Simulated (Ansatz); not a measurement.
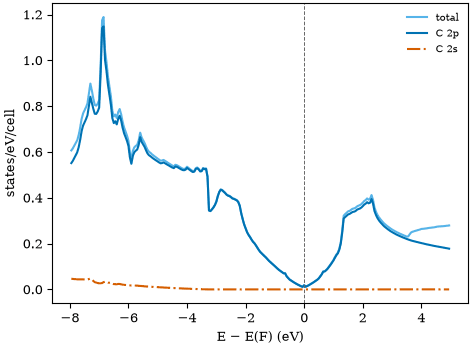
Fig. 1. Total and projected density of states of C in space group P6/mmm (No. 191; C on 2c), r²SCAN (plane waves, PAW; program Ansatz)

### Question
Which orbitals carry the states next to the Fermi level?

### Answer
Within 0.5 eV of the Fermi level: C 2p 99 %. Projections are on Löwdin-orthogonalised atomic valence shells; empty p or d shells of many metals are not among them.

### Question
Where is the tallest occupied peak in this window, and what makes it?

### Answer
Near -6.8 eV, about 1.2 states/eV per cell; the largest projected share is C 2p.

The workflow started from a Materials Project entry (that database holds measured and hypothetical structures alike); the Crystallography Open Database copy checked does not list it. It is not the phase usual at ambient conditions (space group No. 194, 227). Symmetry was held in the r²SCAN relaxation; whether a distortion lowers the energy is not shown. A crystal of weakly bound layers computed without a dispersion correction: the cell and the soft elastic constants depend strongly on that.

Potentials: the later of the program's two PAW sets.
